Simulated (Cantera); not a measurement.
Charge: 1 mol SiHCl3, 2 mol HCl, a varied amount of H2, equilibrated at 848.15 K and 0.133 bar.

Method: chemical equilibrium by Gibbs-energy minimisation in Cantera with the NASA 1993 tables (ideal gas, pure condensed phases). Candidate condensed phases: Si; 19 gas species. Rates play no part.

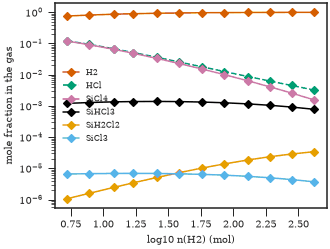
Fig. 1. Equilibrium gas composition (values under 1e-9 drawn at 1e-9)

Problem. Read off the mole fractions at 5.3 mol H2.

Solution. H2 about 0.76, HCl about 0.12, SiCl4 about 0.12, SiHCl3 about 0.0012, SiCl3 about 6.6e-6, SiH2Cl2 about 1.1e-6.
